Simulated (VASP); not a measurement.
Band structure of Ge (diamond). All values below come from PBE GGA with D3 dispersion (zero damping), VASP's PBE PAW potentials (set 64) (plane waves; VASP).

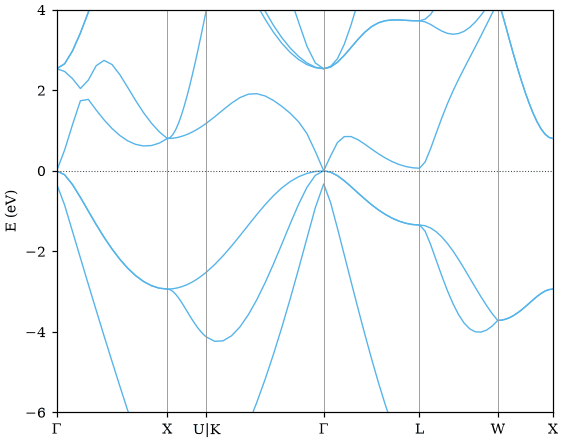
Figure. Bands along high-symmetry lines, zero at the valence-band maximum or, without a gap, the Fermi level

Read the plot: is there a gap, and where are the band edges?

It has no gap at this level: it comes out as a metal or semimetal. (Edges off the drawn lines would not show.)

Measured: gap 0.79 eV (computed value off by -0.79 eV), as given by Anna Miglio et al., npj Computational Materials (2020), arXiv:2011.12765 [measured zero-point renormalisation of 52 meV added back].

The compound is Ge in the diamond structure. It was relaxed first.
